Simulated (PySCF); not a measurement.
**C3H10BN: runs on many settings**

Which settings matter for C3H10BN (`[NH3+][BH2-]C1CC1`)?

Programs: PySCF 2.14.0, with density-fitted response routines of our own. Each step states its level of theory. These are calculated values for one molecule, in the gas phase or a continuum, unless marked as measured. Atoms are numbered from 0 throughout.

### 1 The molecule as given

15 atoms, charge 0, multiplicity 1; geometry from: GFN2-xTB.

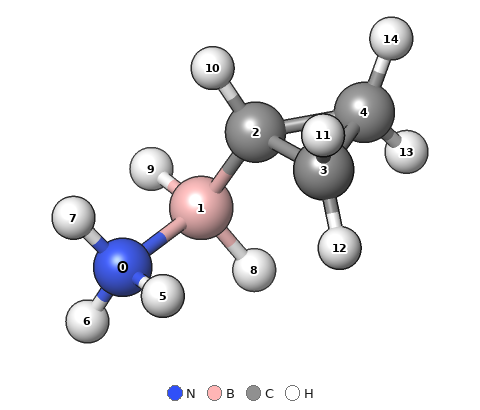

As it starts; nitrogen blue, boron pink, carbon grey, hydrogen white, atoms numbered.

### 2 Nuclear shieldings: PBE0/pcSseg-1

Job settings and geometry (Å):

```
{"job": {"kind": "nmr", "xc": "PBE0", "basis": "pcSseg-1"}, "charge": 0, "multiplicity": 1}
N      1.764573    -0.536673    -0.719044
B      0.902679    -0.363887     0.693737
C     -0.283768     0.641634     0.288478
C     -1.363323     0.200909    -0.667712
C     -1.693272     0.451411     0.769479
H      1.108401    -0.842227    -1.430006
H      2.508918    -1.214305    -0.602124
H      2.146037     0.367546    -0.972265
H      0.529901    -1.460665     0.968426
H      1.672956     0.090258     1.481114
H     -0.005052     1.688054     0.172867
H     -1.738462     0.896586    -1.407280
H     -1.364353    -0.826509    -1.007757
H     -1.900032    -0.403487     1.395360
H     -2.289617     1.319345     1.014817
```

Level: GIAO PBE0/pcSseg-1 NMR shielding, non-relativistic, gas phase.

Run with:

```console
> OMP_NUM_THREADS=1 python probes_run.py task.json out
```

This one command runs all jobs of the session in turn.

The log of the run:

```text
coarse grid: 11608 points
cycle   1  E = -199.5503196330  dE =  5.051e-01  |g| = 4.665e-01  |ddm| = 3.165e+00
cycle   2  E = -199.5460191960  dE =  4.300e-03  |g| = 5.144e-01  |ddm| = 1.142e+00
cycle   3  E = -199.6198335420  dE = -7.381e-02  |g| = 5.992e-02  |ddm| = 6.100e-01
cycle   4  E = -199.6206217605  dE = -7.882e-04  |g| = 1.944e-02  |ddm| = 6.703e-02
cycle   5  E = -199.6207160646  dE = -9.430e-05  |g| = 3.926e-03  |ddm| = 1.910e-02
cycle   6  E = -199.6207193681  dE = -3.304e-06  |g| = 1.384e-03  |ddm| = 4.642e-03
final grid: 109544 points
cycle   7  E = -199.6461215148  dE = -4.453e-05  |g| = 9.534e-03  |ddm| = 2.845e-02
cycle   8  E = -199.6461117118  dE =  9.803e-06  |g| = 1.167e-02  |ddm| = 1.804e-02
cycle   9  E = -199.6461442413  dE = -3.253e-05  |g| = 4.900e-04  |ddm| = 9.578e-03
cycle  10  E = -199.6461442982  dE = -5.691e-08  |g| = 1.642e-04  |ddm| = 5.207e-04
cycle  11  E = -199.6461443042  dE = -6.038e-09  |g| = 4.612e-05  |ddm| = 1.580e-04
cycle  12  E = -199.6461443047  dE = -4.711e-10  |g| = 1.385e-05  |ddm| = 5.089e-05
converged SCF energy = -199.6461443047

GIAO shielding tensors (ppm)
atom      isotropic    diamagn.    paramagn.     s11        s22        s33       span
  0 N      220.264     316.681     -96.417    213.100    214.525    233.167     20.068
  1 B      115.754     188.143     -72.389    100.657    117.814    128.792     28.135
  2 C      181.415     250.670     -69.254    146.793    177.700    219.753     72.960
  3 C      184.667     252.635     -67.968    152.738    177.393    223.870     71.132
  4 C      180.530     251.853     -71.323    152.536    174.304    214.750     62.215
  5 H       28.808      31.650      -2.842     22.044     27.813     36.568     14.525
  6 H       28.817      28.291       0.527     22.077     24.303     40.071     17.994
  7 H       29.039      30.323      -1.285     23.454     25.880     37.782     14.328
  8 H       30.413      31.367      -0.954     26.051     31.487     33.700      7.649
  9 H       29.068      30.541      -1.473     25.237     29.667     32.300      7.063
 10 H       31.985      32.900      -0.916     25.470     28.877     41.607     16.137
 11 H       31.566      31.514       0.052     25.678     27.089     41.932     16.253
 12 H       32.162      32.576      -0.414     26.868     28.690     40.929     14.061
 13 H       31.434      31.495      -0.060     25.090     28.485     40.727     15.637
 14 H       31.146      30.740       0.405     25.199     26.767     41.470     16.271
```

Run time: 12 s. Hardware: 1 thread of Arm Neoverse V2, shared host; peak memory 0.65 GiB.

The references, computed at this level on geometries of the same kind, shield at (ppm): 1H TMS 31.72, 13C TMS 186.9, 15N NH3 267.7, 11B BF3·OEt2 100.1. Their shielding less the atom's gives the shift. The references are single molecules in the gas phase, so shifts against H2O, NH3, PH3, H3PO4 or CFCl3 are not on the usual liquid scales and can be off by tens of ppm. Atoms listed in one row are averaged.

```
     atoms                                     environment  σ (ppm)  δ (ppm)  δ scaled to CDCl3
        C2                      three-membered-ring carbon    181.4      5.5                3.5
    C3, C4                      three-membered-ring carbon    182.6      4.3                2.3
H5, H6, H7  hydrogen on a donor nitrogen of a Lewis adduct    28.89     2.83                  –
    H8, H9              hydrogen on a boron bonded to C, N    29.74     1.98                  –
  H11, H14        hydrogen on a three-membered-ring carbon    31.36     0.36               0.45
  H12, H13        hydrogen on a three-membered-ring carbon    31.80    -0.08               0.03
       H10        hydrogen on a three-membered-ring carbon    31.98    -0.27              -0.15
        N0                donor nitrogen of a Lewis adduct    220.3     47.5                  –
        B1                       boron bonded to C, N, 2 H    115.8    -15.7                  –
```

The scaled column applies a straight-line fit of computed shieldings to shifts measured in CDCl3 (root-mean-square error 0.16 ppm for H, 1.9 ppm for C).

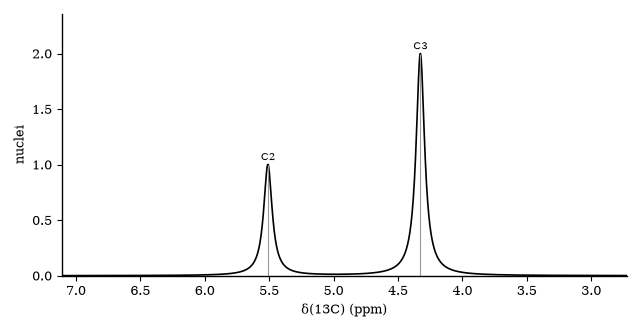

13C lines at the computed shifts, without couplings. Lines are broadened to a width of 0.08 ppm (Lorentzian).

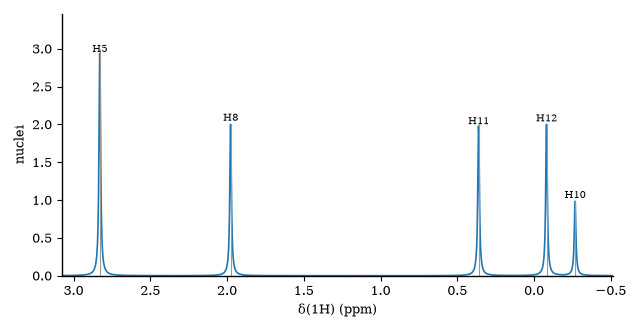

1H lines at the computed shifts, without couplings. Lines are broadened to a width of 0.01 ppm (Lorentzian).

Charges from the same density, by scheme (e):

```
 atoms  Mulliken    IAO  Hirshfeld  ESP fit
    N0     -0.34  -0.43      -0.09    -0.58
    B1      0.08  -0.21      -0.03     0.14
    C2     -0.45  -0.25      -0.12    -0.11
C3, C4     -0.22  -0.29      -0.10    -0.34
```

ESP fit charges:

N0 -0.58; B1 0.14; C2 -0.11; C3 -0.27; C4 -0.41; H5 0.28; H6 0.33; H7 0.31; H8 -0.14; H9 -0.19; H10 0.09; H11 0.10; H12 0.12; H13 0.15; H14 0.16

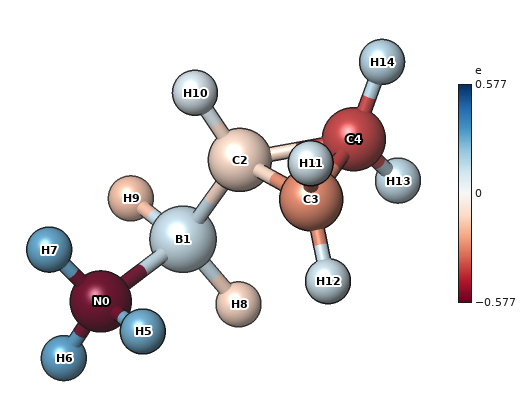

ESP fit charges, as colours on the atoms.

Mayer bond orders: N0–B1 0.57, B1–C2 0.89, C2–C3 0.95, C3–C4 0.98, C4–C2 0.98.

Ring of atoms C2, C3, C4: NICS(0) -44.8, NICS(1) -8.5, NICS(1)zz -23.7 ppm (means of both faces).

In rings of three or four atoms NICS is ruled by the nearby σ bonds, so it says little on aromaticity.

The fields below are evaluated on a grid from the run's orbitals.

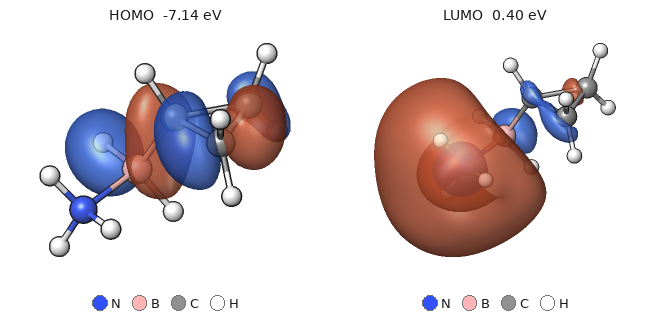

Frontier orbitals at PBE0/pcSseg-1; each surface holds 70 % of the orbital's density, blue and red mark the sign.

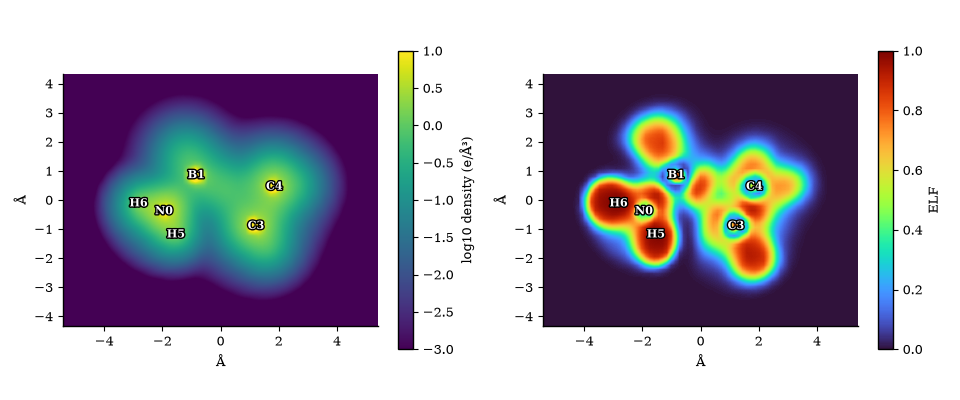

Density (left) and ELF (right) in a plane through or near 6 of the atoms.

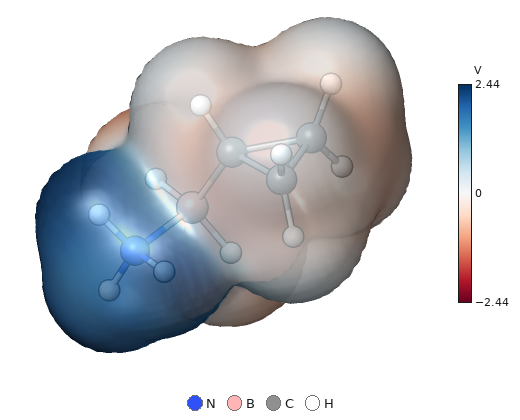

The potential that a unit positive charge feels on the 0.002 e/bohr³ surface, from -1.47 to 2.44 V.

### 3 TDDFT and polarisability: PBE0/def2-SVPD

The job, as its differences from that of step 2:

```diff
@@ -1,2 +1,2 @@
-{"job": {"kind": "nmr", "xc": "PBE0", "basis": "pcSseg-1"}, "charge": 0, "multiplicity": 1}
+{"job": {"kind": "uv", "xc": "PBE0", "basis": "def2-SVPD", "nstates": 6, "ntriplets": 2}, "charge": 0, "multiplicity": 1}
 N      1.764573    -0.536673    -0.719044
```

Level: TDDFT PBE0/def2-SVPD, vertical, gas phase, core orbitals frozen in the response.

The log of the run:

```text
coarse grid: 11608 points
cycle   1  E = -199.4489703657  dE =  4.571e-01  |g| = 4.558e-01  |ddm| = 5.408e+00
cycle   2  E = -199.4400242560  dE =  8.946e-03  |g| = 5.172e-01  |ddm| = 1.795e+00
cycle   3  E = -199.5174038606  dE = -7.738e-02  |g| = 5.964e-02  |ddm| = 1.097e+00
cycle   4  E = -199.5182120159  dE = -8.082e-04  |g| = 2.048e-02  |ddm| = 1.345e-01
cycle   5  E = -199.5183197426  dE = -1.077e-04  |g| = 4.102e-03  |ddm| = 4.777e-02
cycle   6  E = -199.5183235653  dE = -3.823e-06  |g| = 1.421e-03  |ddm| = 1.071e-02
final grid: 109544 points
cycle   7  E = -199.5432206643  dE = -4.614e-05  |g| = 9.182e-03  |ddm| = 1.277e-01
cycle   8  E = -199.5432107144  dE =  9.950e-06  |g| = 1.128e-02  |ddm| = 3.099e-02
cycle   9  E = -199.5432424988  dE = -3.178e-05  |g| = 4.547e-04  |ddm| = 1.506e-02
cycle  10  E = -199.5432425485  dE = -4.970e-08  |g| = 1.610e-04  |ddm| = 1.319e-03
cycle  11  E = -199.5432425545  dE = -5.991e-09  |g| = 4.892e-05  |ddm| = 3.387e-04
cycle  12  E = -199.5432425550  dE = -5.707e-10  |g| = 1.344e-05  |ddm| = 1.315e-04
converged SCF energy = -199.5432425550

Static polarisability (au): isotropic 62.252, principal 55.882 60.794 70.080

Singlet excitations
state   eV       nm        f      main configurations
  1   6.0208    205.9   0.01687   H->L 0.99
  2   6.4540    192.1   0.00453   H-2->L 0.60, H-1->L 0.40
  3   6.5534    189.2   0.03342   H-1->L 0.59, H-2->L 0.39
  4   7.3746    168.1   0.00666   H->L+1 0.58, H-3->L 0.35
  5   7.4223    167.0   0.01509   H->L+2 0.91
  6   7.5430    164.4   0.00434   H-3->L 0.47, H->L+3 0.26, H->L+1 0.20

Triplet excitations (Tamm-Dancoff, eV): 5.9199 6.3668
```

It took 17 s on 1 thread of Arm Neoverse V2, shared host; peak memory 0.74 GiB.

Frontier orbitals and where they lie:

```
orbital     eV                       atoms
 HOMO−3  -8.64   B1 18 %, C3 18 %, C2 16 %
 HOMO−2  -7.71   B1 31 %, H8 22 %, C2 22 %
 HOMO−1  -7.61   C2 33 %, C4 31 %, C3 13 %
   HOMO  -7.17   C3 26 %, B1 19 %, C2 18 %
   LUMO  -0.11   B1 21 %, H6 17 %, N0 16 %
 LUMO+1   1.38  C3 17 %, H6 14 %, H11 12 %
 LUMO+2   1.43  H10 17 %, H7 16 %, H5 11 %
```

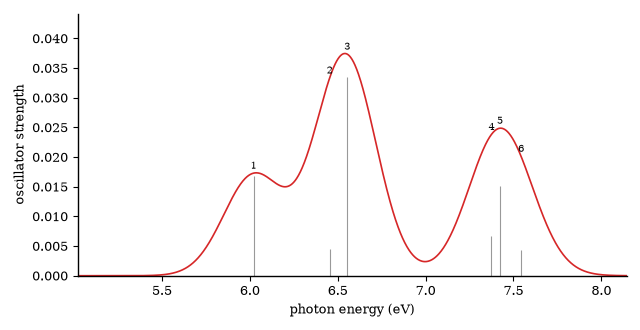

Absorption spectrum from the 6 singlet states computed; above the last one it falls off for lack of states. Lines are broadened to a width of 0.40 eV (Gaussian).

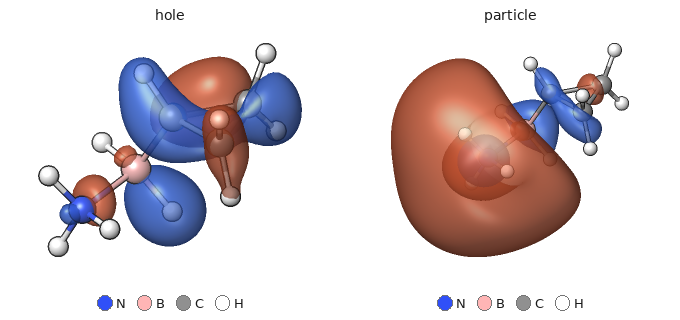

Leading natural transition orbitals of singlet state 3: the electron leaves the hole (left) for the particle orbital (right).

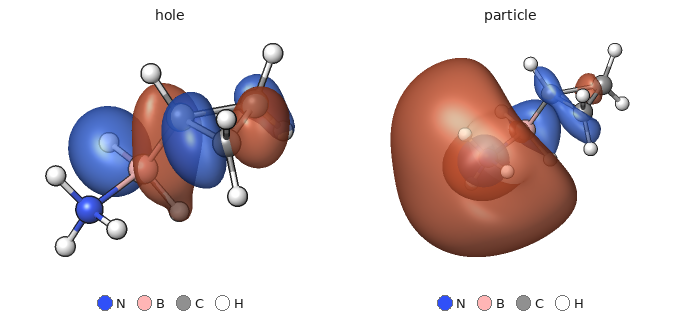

Leading natural transition orbitals of singlet state 1: the electron leaves the hole (left) for the particle orbital (right).

Ground-state properties from the same run:

```
           property  computed
  dipole moment (D)      4.80
polarisability (Å³)      9.22
 HOMO–LUMO gap (eV)      7.05
      −ε(HOMO) (eV)      7.17
```

[end of part 1 of 2]
